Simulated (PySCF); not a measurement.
C₁₂H₈ (biphenylene)

```xyz
20

C     3.5873    0.0245    0.2425
C     3.3713    1.3007   -0.2614
C     2.0681    1.7916   -0.5251
C     1.0374    0.9272   -0.2511
C     1.2583   -0.3793    0.2648
C     2.5174   -0.8619    0.5227
C    -0.2251   -0.6264    0.2755
C    -1.2557   -1.4910    0.5491
C    -2.5586   -0.9995    0.2842
C    -2.7746    0.2767   -0.2194
C    -1.7045    1.1633   -0.4993
C    -0.4460    0.6803   -0.2404
H     4.6128   -0.3050    0.4280
H     4.2318    1.9444   -0.4600
H     1.9166    2.7979   -0.9211
H     2.7058   -1.8620    0.9185
H    -1.1048   -2.4973    0.9450
H    -3.4192   -1.6433    0.4822
H    -3.7998    0.6062   -0.4053
H    -1.8928    2.1633   -0.8953
```

Geometry: PBE0-D3(BJ)/def2-SVP.

These are results of PBE0/def2-SVPD, SCF density, gas phase in PySCF, not measurements.

What will maps of the electron density and electron localisation function show?

Answer. C–C (1.37 Å): the density is about 2.1 e/Å³ at the midpoint; the ELF peaks at about 0.95 between the atoms, as expected for a covalent bond.
C–H (1.09 Å): the density is about 2 e/Å³ at the midpoint; the ELF climbs to about 1 towards the hydrogen, as it does in any bond to H (an ordinary covalent bond to hydrogen).
C–C (1.42 Å): ρ is about 2 e/Å³ halfway; the ELF peaks at about 0.95 between the atoms, as expected for localised, covalent bonding.
C–C (1.50 Å): the density is about 1.6 e/Å³ at the midpoint; the ELF peaks at about 0.95 between the atoms, as expected for a covalent bond.

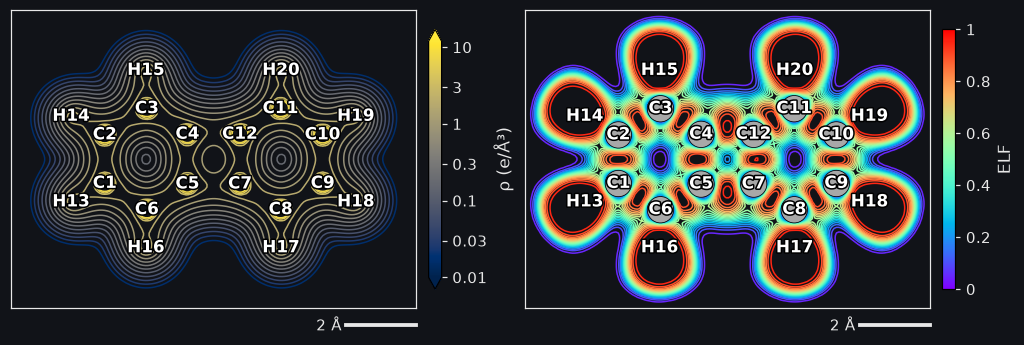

Computed electron density and electron localisation function on the molecular plane, in this order. Grey discs cover the atomic cores in the ELF map. 
